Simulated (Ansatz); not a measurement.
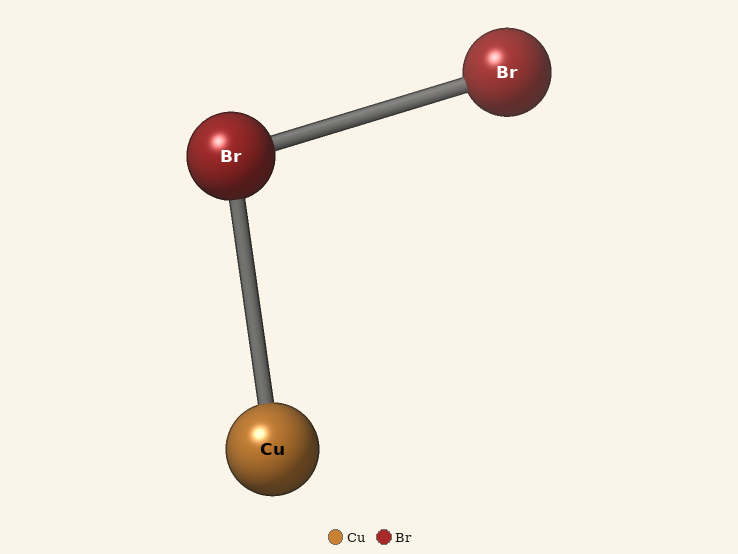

All atoms lie in one plane, which faces the viewer. Charge +1, singlet. The geometry was computed by an optimisation with PBE0-D4/def2-TZVP. Other spin states may lie lower.

Which symmetry elements does this geometry have?

Answer. It has 1 mirror plane, so the point group is Cs. The group has 2 operations. The geometry is achiral, and symmetry allows a dipole moment.
